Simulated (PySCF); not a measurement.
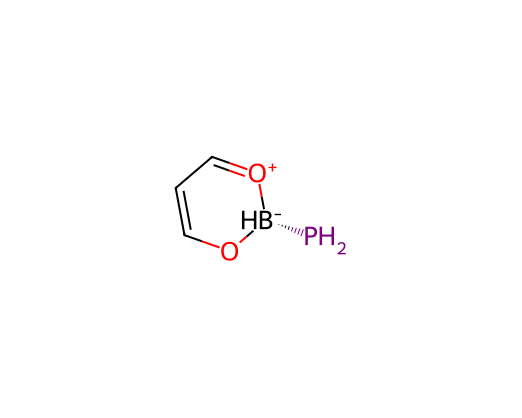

The geometry was computed by an optimisation with GFN2-xTB. No frequency run is at hand to confirm it as a minimum. Method: ωB97X-D/def2-SVPD, gas phase (PySCF 2.14.0). Excitations: vertical, linear response.

Computed properties:

The species is C3H6BO2P (`P[B@@H-]1OC=CC=[O+]1`).
- dipole moment: 5.63 D
- HOMO energy (Kohn–Sham orbital): −8.03 eV
- LUMO energy (Kohn–Sham orbital): −0.98 eV
- HOMO–LUMO gap: 7.05 eV
- mean static polarisability: 82.6 bohr³
- lowest vertical singlet excitation: 2.98 eV
- its oscillator strength: 0.015
- brightest of the 8 lowest singlets: 5.92 eV
- its oscillator strength: 0.11

The geometry is semi-empirical. Around B, P such bond lengths and angles can be off by a tenth of an ångström or more and by several degrees, and values that hang on the shape move with them.
